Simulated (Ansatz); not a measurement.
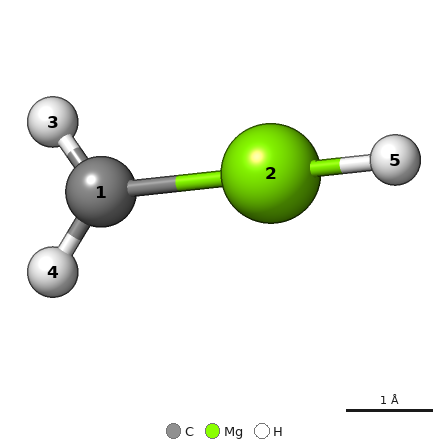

The atoms are numbered. State: charge +1, singlet. The computed structure is the end point of a PBE0-D4/def2-TZVP optimisation. No frequency run is at hand to confirm it as a minimum.

Question: How are the neighbours of atom 1 arranged?

Answer: C1 has 3 neighbours (Mg2 at 2.27, H3 at 1.10, H4 at 1.10 Å); the arrangement is trigonal planar.

Question: Describe the coordination of atom 2.

Answer: Mg2 has 2 neighbours (C1 at 2.27, H5 at 1.66 Å); the arrangement is linear.
